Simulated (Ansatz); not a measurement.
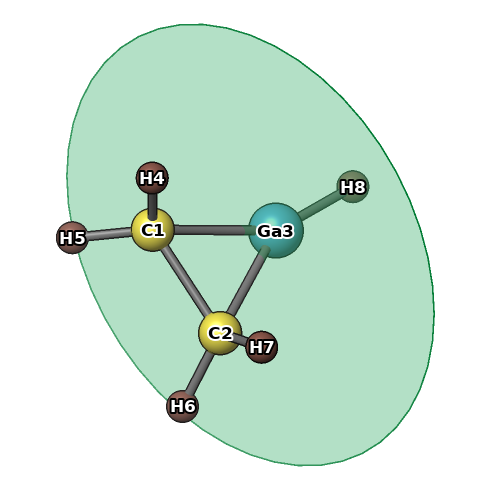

A disc through the centre of mass is drawn in. Depth is shown by fading: the farther an atom, the more it takes the colour of the background. Computed geometry: PBE-D4/def2-SVP optimisation. No frequency run is at hand to confirm it as a minimum.

### Is the plane of the disc a mirror plane of the structure?

No. The point group is C2v, with 1 C2 axis and 2 mirror planes, and this plane isn't one of its mirror planes.
